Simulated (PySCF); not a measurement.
## Electronic structure of InF in real space

```yaml
atoms:
  - { symbol: In, position_ang: [0.0000, 0.0000, -0.2825] }
  - { symbol: F, position_ang: [0.0000, 0.0000, 1.7085] }
```

Computed with PBE0/x2c-SVPall, spin-free X2C-1e, Gaussian nucleus, at a bond length of 1.991 Å in PySCF.

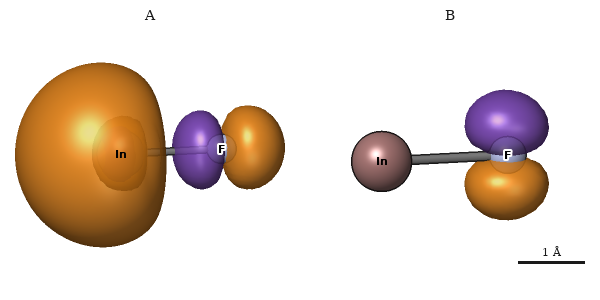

Figure 1. Two frontier orbitals, each drawn at the value that holds 80 % of its norm (orange and purple are the two phases), in no order; of a degenerate pair one member is drawn.

Q: Name the orbitals and rank them from lowest to highest energy.

A: Orbital B: π, occupied, −9.15 eV; mainly on F (90 %).
Orbital A: σ, occupied, −7.37 eV; mainly on In (75 %).

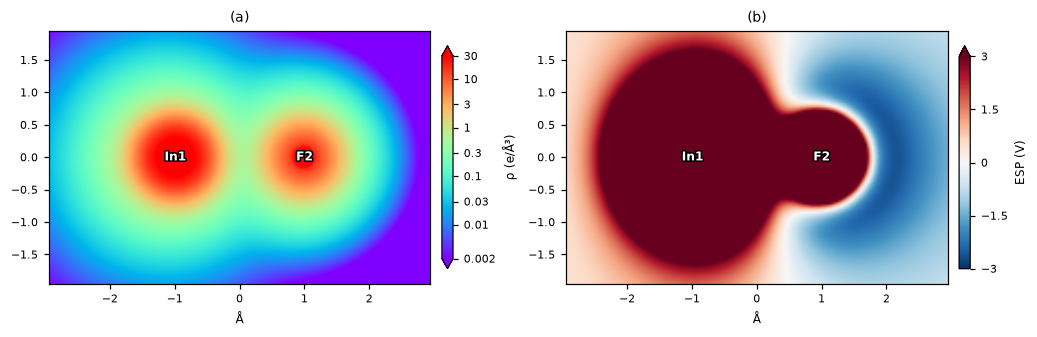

Figure 2. (a) total electron density; (b) molecular electrostatic potential on a plane that holds the molecular axis.

Q: What do the fields say about this system?

A: The plane passes through In and F nuclei.
In–F (1.99 Å): the density is about 0.66 e/Å³ at the midpoint.
Outside the dense part of the molecule the potential is most negative (−2.6 V) near F2.

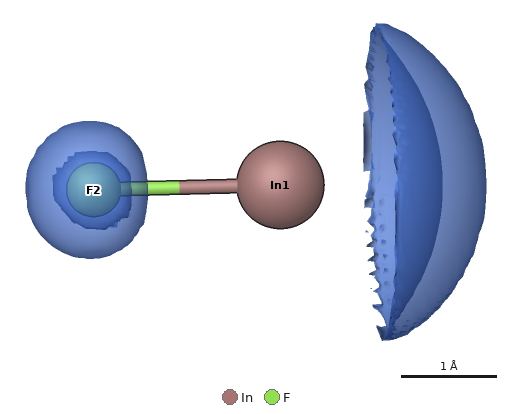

Figure 3. Isosurface of the electron localisation function at 0.8 (blue), seen from one side. Core shells and regions of very low density are left out.

Q: Where are the electrons localised?

A: The ELF exceeds this value in one lobe on In, pointing away from the bonds (lone pairs) and one region wrapped around F (its valence shell). Along the contacts the grid gives the following. In–F (1.99 Å): the ELF peaks at about 0.85 in the valence shell of F, 0.5 Å from its nucleus, and drops to about 0.10 between the two atoms.

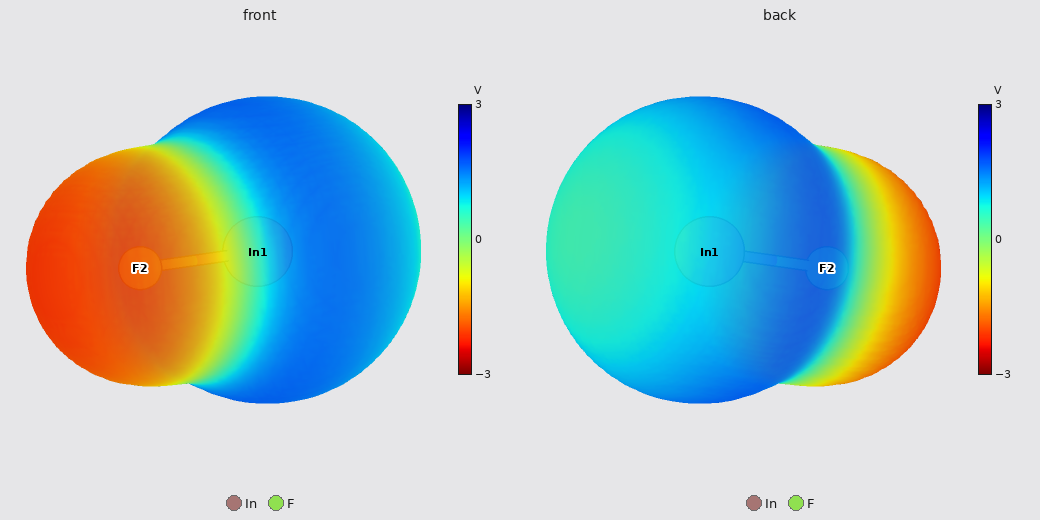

Figure 4. The molecular electrostatic potential painted on the density surface at 0.002 e/bohr³, seen from the front and from behind; red is negative and blue positive.

Q: Which sites attract a positive test charge, and which a negative one?

A: A positive charge is drawn to the negative regions and a negative charge to the positive ones. The most negative region (about −2.1 V) lies over F2, the most positive (about +1.6 V) over In1.
